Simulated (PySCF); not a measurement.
SMILES [Li][CH3] (CH3Li), singlet, B3LYP/def2-SVP optimised geometry. Atoms within 1.6 Å of the plane z = 0.0 Å (x, y, z in Å): C1 (-0.77, -0.25, 0.00), Li2 (1.21, -0.25, 0.00), H3 (-1.21, -0.76, 0.88), H4 (-1.21, 0.76, 0.00), H5 (-1.21, -0.76, -0.88).

Method: B3LYP/def2-TZVP (PySCF). Cells within 0.4 Å of a nucleus heavier than hydrogen are left out (blank, or x).

Map of the deformation density (molecule minus spherical neutral atoms) (e/bohr³) on the plane z = 0.0 Å:

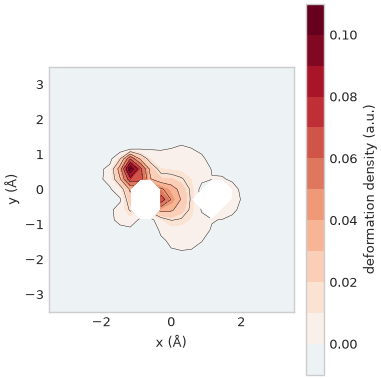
Figure: Deformation density (molecule minus spherical neutral atoms) (e/bohr³) on the plane z = 0.0 Å.
